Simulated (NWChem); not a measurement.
# One shape, several levels: C2H8Si (dimethylsilane)

Wanted: a comparison of 6 runs (HF/def2-SVP, PBE0/def2-SVP, TPSSh/pcseg-1, B3LYP/def2-TZVP, MP2/6-31G**, CCSD(T)/pcseg-1) of C2H8Si (dimethylsilane). 

Program for the calculation: NWChem 7.3.0.

## 1. The system as given

C2H8Si has 11 atoms, charge 0, and is taken as a singlet. SMILES: `C[SiH2]C`. Geometry: relaxed at PBE0-D4/def2-TZVP.

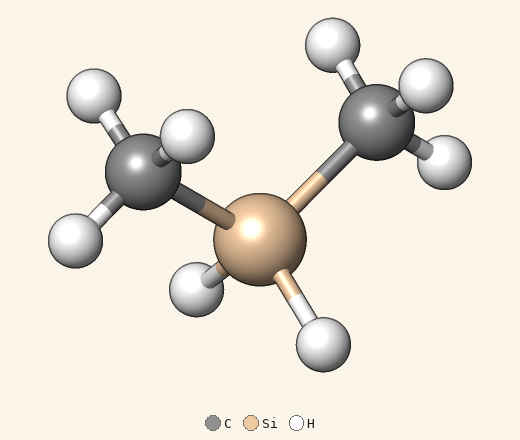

The structure, seen from a chosen angle (carbon grey, silicon light orange, hydrogen white).

## 2. Energy and forces at HF/def2-SVP (run 1)

File c2h8si.xyz:

```xyz
11
C2H8Si
C     -1.050200     0.967200    -0.661200
Si    -0.309200    -0.653200    -0.087600
C      1.346600    -0.392300     0.745700
H     -2.015800     0.806900    -1.146100
H     -0.391700     1.464600    -1.377800
H     -1.204900     1.644900     0.182100
H     -0.139900    -1.564200    -1.256100
H     -1.245100    -1.319300     0.863300
H      2.058200     0.075200     0.060400
H      1.772600    -1.342000     1.077400
H      1.244800     0.255200     1.620300
```

File c2h8si.nw:

```
start c2h8si
title "C2H8Si"
memory stack 880 mb heap 220 mb global 1100 mb
charge 0

geometry noautosym nocenter noautoz
   load format xyz c2h8si.xyz
end

basis spherical bse
   * library def2-SVP
end

scf
   thresh 1e-08
   maxiter 80
end

task scf gradient
```

On the command line:

```bash
nwchem c2h8si.nw > c2h8si.out
```

The log of the run:

```text
[...]
  functions       =    86
[...]
  wavefunction    = RHF
[...]
         Total SCF energy =   -369.192280197247
      One-electron energy =   -734.599505675341
      Two-electron energy =    251.248712988496
 Nuclear repulsion energy =    114.158512489598
        Time for solution =     13.6s
[...]
                         RHF ENERGY GRADIENTS
    atom               coordinates                        gradient
                 x          y          z           x          y          z
   1 C      -1.984590   1.827743  -1.249487    0.002051  -0.004475   0.001645
   2 Si     -0.584303  -1.234369  -0.165540    0.003608   0.007517   0.001030
   3 C       2.544705  -0.741340   1.409169   -0.004615  -0.000671  -0.002320
   4 H      -3.809310   1.524820  -2.165815    0.000008  -0.000401   0.000046
   5 H      -0.740206   2.767693  -2.603664    0.000337  -0.000289   0.000004
   6 H      -2.276931   3.108410   0.344119    0.000184  -0.000287   0.000281
   7 H      -0.264373  -2.955909  -2.373685    0.000176  -0.000744  -0.001007
   8 H      -2.352898  -2.493115   1.631400   -0.000774  -0.000521   0.000823
   9 H       3.889434   0.142107   0.114139   -0.000263   0.000060  -0.000354
  10 H       3.349728  -2.536012   2.035991   -0.000279  -0.000284  -0.000115
  11 H       2.352331   0.482258   3.061923   -0.000434   0.000095  -0.000034
[...]
```

Run time: 17 s. Hardware: 1 thread of Intel Xeon Platinum 8259CL at 2.50GHz (Skylake/Cascade Lake), shared host; peak memory 0.1 GiB.

## 3. Energy and forces at PBE0/def2-SVP (run 2)

File geom.xyz:

```xyz
11
C2H8Si gradient
C     -1.050200     0.967200    -0.661200
Si    -0.309200    -0.653200    -0.087600
C      1.346600    -0.392300     0.745700
H     -2.015800     0.806900    -1.146100
H     -0.391700     1.464600    -1.377800
H     -1.204900     1.644900     0.182100
H     -0.139900    -1.564200    -1.256100
H     -1.245100    -1.319300     0.863300
H      2.058200     0.075200     0.060400
H      1.772600    -1.342000     1.077400
H      1.244800     0.255200     1.620300
```

File geom.nw:

```
start geom
title "C2H8Si gradient"
memory stack 880 mb heap 220 mb global 1100 mb

geometry units angstroms noautosym nocenter noautoz
load geom.xyz
end

basis spherical bse
* library def2-SVP
end

dft
xc pbe0
grid xfine
convergence energy 1e-08
iterations 100
mulliken
end

task dft gradient
```

On the command line:

```bash
nwchem geom.nw > geom.out
```

The log of the run:

```text
[...]
          Wavefunction type:  closed shell.
          No. of atoms     :    11
          No. of electrons :    34
[...]
          Charge           :     0
          Spin multiplicity:     1
[...]
          AO basis - number of functions:    86
[...]
              XC Information
              --------------
                         PBE0 Method XC Functional
                     Hartree-Fock (Exact) Exchange  0.250
          PerdewBurkeErnzerhof Exchange Functional  0.750
            Perdew 1991 LDA Correlation Functional  1.000 local
           PerdewBurkeErnz. Correlation Functional  1.000 non-local
[...]
 d= 0,ls=0.0,diis     1   -370.1314497441 -4.84D+02  5.05D-03  1.91D-01     7.0
[...]
 d= 0,ls=0.0,diis     7   -370.1542760089 -6.72D-09  3.05D-07  2.18D-10    50.8
         Total DFT energy =     -370.154276008896
      One electron energy =     -735.058216952383
           Coulomb energy =      285.266080954597
    Exchange-Corr. energy =      -34.520652500708
 Nuclear repulsion energy =      114.158512489598
[...]
  wavefunction    = closed shell
                         DFT ENERGY GRADIENTS
    atom               coordinates                        gradient
                 x          y          z           x          y          z
   1 C      -1.984590   1.827743  -1.249487   -0.000990   0.002105  -0.000703
   2 Si     -0.584303  -1.234369  -0.165540    0.000274   0.000652   0.000085
   3 C       2.544705  -0.741340   1.409169    0.002127   0.000359   0.001076
   4 H      -3.809310   1.524820  -2.165815    0.005088   0.000749   0.002562
   5 H      -0.740206   2.767693  -2.603664   -0.003322  -0.002617   0.003719
   6 H      -2.276931   3.108410   0.344119    0.000867  -0.003577  -0.004335
   7 H      -0.264373  -2.955909  -2.373685   -0.000269   0.001786   0.002194
   8 H      -2.352898  -2.493115   1.631400    0.001804   0.001339  -0.001773
   9 H       3.889434   0.142107   0.114139   -0.003732  -0.002378   0.003472
  10 H       3.349728  -2.536012   2.035991   -0.002287   0.004887  -0.001758
  11 H       2.352331   0.482258   3.061923    0.000441  -0.003305  -0.004538
[...]
```

Run time: 66 s. Hardware: 1 thread of Intel Xeon Platinum 8259CL at 2.50GHz (Skylake/Cascade Lake), shared host; peak memory 0.15 GiB.

Runs 3 to 5 aren't shown in full; the table further down has their settings and results.

## 4. A single-point energy at CCSD(T)/pcseg-1 (run 6)

File geom.nw:

```
start geom
memory total 2200 mb

geometry units angstroms noautosym nocenter noautoz
  C    -1.050200    0.967200   -0.661200
  Si   -0.309200   -0.653200   -0.087600
  C     1.346600   -0.392300    0.745700
  H    -2.015800    0.806900   -1.146100
  H    -0.391700    1.464600   -1.377800
  H    -1.204900    1.644900    0.182100
  H    -0.139900   -1.564200   -1.256100
  H    -1.245100   -1.319300    0.863300
  H     2.058200    0.075200    0.060400
  H     1.772600   -1.342000    1.077400
  H     1.244800    0.255200    1.620300
end

basis spherical bse
  * library pcseg-1
end

scf
  thresh 1e-08
  maxiter 80
  print low
end

ccsd
  freeze core 7
  maxiter 60
end

task ccsd(t) energy
```

On the command line:

```bash
nwchem geom.nw > geom.out
```

The log of the run:

```text
[...]
  functions       =    86
[...]
  wavefunction    = RHF
[...]
         Total SCF energy =   -369.295621959738
      One-electron energy =   -734.858699885042
      Two-electron energy =    251.404565435706
 Nuclear repulsion energy =    114.158512489598
        Time for solution =     15.2s
[...]
 Total MP2 energy:           -369.688152822242216
[...]
             energy      energy      error      ampl     ampl      Block
                                                time     time      time
[...]
 Total CCSD energy:           -369.738551338720413
[...]
 Total CCSD+T(CCSD) energy:           -369.749937328985538
[...]
 Total CCSD(T) energy:                -369.749636990342367
[...]
```

It took 2.7 min on 1 thread of Intel Xeon Platinum 8259CL at 2.50GHz (Skylake/Cascade Lake), shared host; peak memory 0.22 GiB.

## 5. Overview of the runs

```
run                              level  iteration cap   module  energy (Eh)  dipole moment (D)  HOMO energy (eV)  LUMO energy (eV)  wall time
  1                        HF/def2-SVP             80      scf  -369.192280               0.73            -12.06              4.49       17 s
  2                      PBE0/def2-SVP            100      dft  -370.154276               0.81             -8.82              1.63       66 s
  3                      TPSSh/pcseg-1            100      dft  -370.534651               0.76             -8.18              1.02       95 s
  4                    B3LYP/def2-TZVP            100      dft  -370.604042               0.78             -8.59              0.77    1.7 min
  5  MP2/6-31G** (spherical functions)             80      mp2  -369.725306               0.76                 –                 –       43 s
  6                    CCSD(T)/pcseg-1             80  ccsd(t)  -369.749637                  –                 –                 –    2.7 min
```

## 6. What came out

| quantity | value |
| --- | --- |
| run 6: total energy | -369.74964 Eh |
| run 6: correlation energy (7 core orbitals frozen) | -454.0 mEh |
| run 6: (T) correction | -11.09 mEh |

In words: Over runs 1, 2, 3, 4, 5 the dipole moment (its size) runs from 0.73 D (HF/def2-SVP) to 0.81 D (PBE0/def2-SVP). Over runs 1, 2, 3, 4 the HOMO–LUMO gap runs from 9.20 eV (TPSSh/pcseg-1) to 16.55 eV (HF/def2-SVP). The two ends differ in method and basis. Totals of different functionals can't be ranked against each other. All runs together took 8.1 min, the longest 2.7 min.
